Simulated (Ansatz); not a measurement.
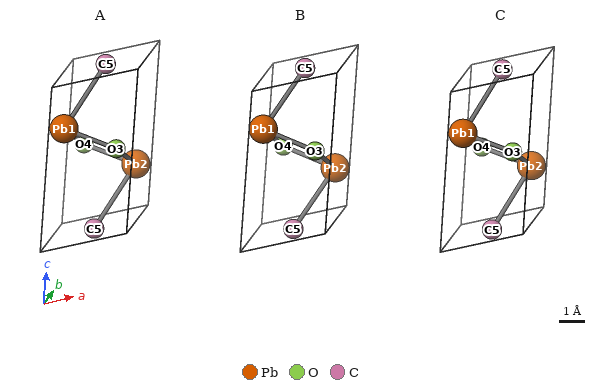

3 geometries from one relaxation of solid Pb$_{2}$CO$_{2}$ (a generated structure, set up in I4/mmm), in shuffled order. Style: ball-and-stick. Shown: the cell of the calculation, slightly off an axis.

The start is a swapped structure.

All numbers below come from DFT, PAW plane waves, PBE (Ansatz). Settings: plane-wave cutoff 420 eV; k-point mesh 7 × 7 × 7; occupations fermi dirac; smearing width 0.1 eV; no spin polarisation; cell and atoms relaxed; force threshold 0.03 eV/Å; at most 80 steps.

Q: Order the frames from highest to lowest energy.

A: C, B, A. They are steps 0, 1, 8, at +99.9 meV per atom, +23.3 meV per atom relative to the last. The largest moves relative to the cell, 0.054 Å, are those of Pb1 and Pb2. Pb2 goes along [1 1 −2]. O and C stay in place. Cell: a = b 3.651 → 3.805 Å (+4.2 %), c 6.595 → 6.779 Å (+2.8 %), α 73.9° → 73.7°, β 73.9° → 73.7°. Volume +11.4 %. Some distances before and after: Pb1–O3 2.192 → 2.304 Å, Pb1–C5 3.159 → 3.244 Å. The space group stays I4/mmm (No. 139). After 6 accepted moves (8 points after the start) the energy has fallen by 99.9 meV per atom. Largest force component: 2.9 eV/Å at the start, 0.0019 eV/Å at the end. Pressure: 14.00 GPa at the start and 0.02 GPa at the end. The SCF was repeated twice at an unchanged geometry on a basis and grid sized afresh for the cell, which shifted the energy by 5.9 meV per atom at most.
